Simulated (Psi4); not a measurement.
**HF/aug-cc-pVDZ (ints tolerance 1e-12, sweep point 6) run of C2H4F2 (1,2-difluoroethane)**

What is the vertical ionisation energy of C2H4F2 (1,2-difluoroethane) at HF/aug-cc-pVDZ (ints tolerance 1e-12, sweep point 6)? 

The calculation is run with Psi4 1.11.

4 further runs of the same task are left out: 4 set aside as unsound or not needed.

**1. Starting point**

The species is C2H4F2 (8 atoms), meant as a singlet with charge 0. As SMILES, `FCCF`. Geometry: relaxed at PBE0-D4/def2-TZVP. This is one conformer, not always the lowest.

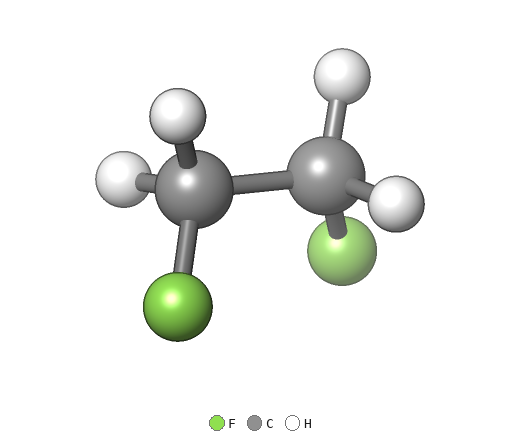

The structure, seen from a chosen angle (fluorine green, carbon grey, hydrogen white).

**2. The energy at HF/aug-cc-pVDZ (ints tolerance 1e-12, sweep point 6)**

The input, calc.inp:

```
memory 1.6 GB

molecule {
  F     -2.48001987     1.46561489     1.65163953
  C     -0.21873580     1.35315729     0.36509509
  C      0.41177132    -1.31540056    -0.33519962
  F     -1.16809641    -2.17938335    -2.21636529
  H     -0.38017510     2.52815120    -1.32815621
  H      1.26658894     2.11263822     1.59088484
  H      2.36007896    -1.40306496    -1.02948500
  H      0.20860687    -2.56173163     1.30160556
  units bohr
  symmetry c1
}

set {
  reference rhf
  puream true
  scf_type direct
  ints_tolerance 1e-12
  maxiter 60
}

e = energy("scf/aug-cc-pVDZ")
print_variables()
```

Run with:

```bash
$ psi4 -n 1 calc.inp calc.out
```

calc.out:

```text
[...]
  Running in c1 symmetry.
[...]
  Nuclear repulsion =  128.134632075241342
[...]
  Multiplicity = 1
[...]
  Nalpha       = 17
  Nbeta        = 17
[...]
    Number of basis functions: 128
[...]
   @DF-RHF iter   1:  -276.89362465601289   -6.48441e-01   2.74639e-03 DIIS/ADIIS
[...]
   @RHF iter   9:  -276.96511774202065   -1.50519e-07   8.40123e-07 DIIS
[...]
    Orbital Energies [Eh]
    ---------------------
    Doubly Occupied:
       1A    -26.301146     2A    -26.301145     3A    -11.330852
       4A    -11.330153     5A     -1.612281     6A     -1.601325
       7A     -1.053283     8A     -0.884149     9A     -0.737151
      10A     -0.736745    11A     -0.710526    12A     -0.680265
      13A     -0.674368    14A     -0.624726    15A     -0.543853
      16A     -0.530640    17A     -0.512592
[...]
  @RHF Final Energy:  -276.96511774202065
   => Energetics <=
    Nuclear Repulsion Energy =            128.1346320752413419
    One-Electron Energy =                -637.8690672435931219
    Two-Electron Energy =                 232.7693174263310993
    Total Energy =                       -276.9651177420206523
[...]
 Multipole Moments:
 ------------------------------------------------------------------------------------
     Multipole            Electronic (a.u.)      Nuclear  (a.u.)        Total (a.u.)
 ------------------------------------------------------------------------------------
 L = 1.  Multiply by 2.5417464519 to convert [e a0] to [Debye]
 Dipole X            :         -3.3372064            4.4835203            1.1463139
 Dipole Y            :         -0.6529379            0.8772153            0.2242774
 Dipole Z            :         -0.5165922            0.6940443            0.1774522
 Magnitude           :                                                    1.1814504
[...]
```

It took 10 s on 1 thread of Intel Xeon at 2.70GHz, shared host; peak memory 0.26 GiB.

**3. The doublet cation at the same level**

The input, c2h4f2.in:

```
memory 1.6 GB

molecule mol {
  1 2
  F     -2.48001987     1.46561489     1.65163953
  C     -0.21873580     1.35315729     0.36509509
  C      0.41177132    -1.31540056    -0.33519962
  F     -1.16809641    -2.17938335    -2.21636529
  H     -0.38017510     2.52815120    -1.32815621
  H      1.26658894     2.11263822     1.59088484
  H      2.36007896    -1.40306496    -1.02948500
  H      0.20860687    -2.56173163     1.30160556
  units au
  symmetry c1
}

set {
  basis aug-cc-pVDZ
  reference uhf
  puream true
  scf_type direct
  ints_tolerance 1e-12
  maxiter 100
}

energy('scf')
```

Run with:

```bash
$ psi4 -n 1 c2h4f2.in c2h4f2.out
```

c2h4f2.out:

```text
[...]
  Running in c1 symmetry.
[...]
  Nuclear repulsion =  128.134632075241342
[...]
  Multiplicity = 2
[...]
  Nalpha       = 17
  Nbeta        = 16
[...]
    Number of basis functions: 128
[...]
   @DF-UHF iter   1:  -276.40186076683580   -1.56678e-01   2.66342e-03 ADIIS/DIIS
[...]
   @UHF iter  24:  -276.50318854342845   -1.67118e-07   9.75144e-07 DIIS
[...]
   @S^2 Observed:                7.644156030E-01
[...]
    Orbital Energies [Eh]
    ---------------------
    Alpha Occupied:
       1A    -26.612771     2A    -26.612769     3A    -11.662640
       4A    -11.661882     5A     -1.914028     6A     -1.901706
       7A     -1.395194     8A     -1.185143     9A     -1.046953
      10A     -1.036360    11A     -1.014224    12A     -0.973492
      13A     -0.972927    14A     -0.928124    15A     -0.852569
      16A     -0.839460    17A     -0.824171
    Alpha Virtual:
      18A     -0.114256    19A     -0.088832    20A     -0.080366
      21A     -0.078218    22A     -0.056680    23A     -0.046288
      24A     -0.031224    25A     -0.013137    26A      0.000221
[...]
  @UHF Final Energy:  -276.50318854342845
   => Energetics <=
    Nuclear Repulsion Energy =            128.1346320752413419
    One-Electron Energy =                -627.8189453666055897
    Two-Electron Energy =                 223.1811247479357689
    Total Energy =                       -276.5031885434284504
  UHF NO Occupations:
  HONO-2 :   15  A 1.9977262
  HONO-1 :   16  A 1.9969651
[...]
 Multipole Moments:
 ------------------------------------------------------------------------------------
     Multipole            Electronic (a.u.)      Nuclear  (a.u.)        Total (a.u.)
 ------------------------------------------------------------------------------------
 L = 1.  Multiply by 2.5417464519 to convert [e a0] to [Debye]
 Dipole X            :         -2.5942115            4.4835203            1.8893088
 Dipole Y            :         -0.5075590            0.8772153            0.3696562
 Dipole Z            :         -0.4015736            0.6940443            0.2924707
 Magnitude           :                                                    1.9472218
[...]
```

Run time: 15 s. Hardware: 1 thread of Intel Xeon at 2.70GHz, shared host; peak memory 0.26 GiB.

**4. What came out**

At HF/aug-cc-pVDZ (ints tolerance 1e-12, sweep point 6):

```
                                          quantity          value
                      singlet C2H4F2: total energy  -276.96512 Eh
                     singlet C2H4F2: dipole moment         3.00 D
                       singlet C2H4F2: HOMO energy      -13.95 eV
                       singlet C2H4F2: LUMO energy        0.87 eV
                     singlet C2H4F2: HOMO–LUMO gap       14.82 eV
                      doublet cation: total energy  -276.50319 Eh
doublet cation: HOMO energy (highest over α and β)      -21.93 eV
 doublet cation: LUMO energy (lowest over α and β)      -11.19 eV
                              doublet cation: ⟨S²⟩          0.764
vertical ionisation energy (to the doublet cation)      12.570 eV
```

What this shows: Removing an electron at fixed nuclei costs 12.57 eV (1213 kJ/mol). −ε(HOMO) before ionisation, 13.95 eV, is 1.38 eV above this ionisation energy.
